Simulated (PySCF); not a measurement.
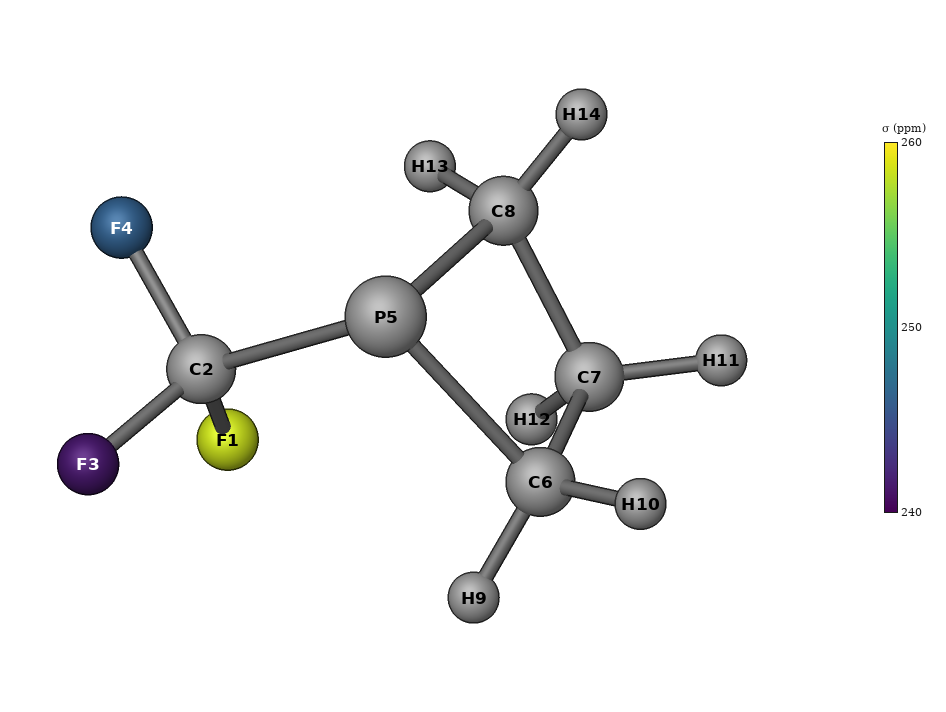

Atoms are coloured by their isotropic NMR shieldings (F only, the others grey). Geometry: a frame of a GFN2-xTB molecular-dynamics simulation, not a minimum. Properties computed with GIAO PBE0/pcSseg-1 NMR shielding, non-relativistic, gas phase (PySCF 2.14.0).

List the isotropic NMR shieldings of the F atoms.

```csv
atom,σ (ppm)
F1,258.4
F3,241.4
F4,246.1
```
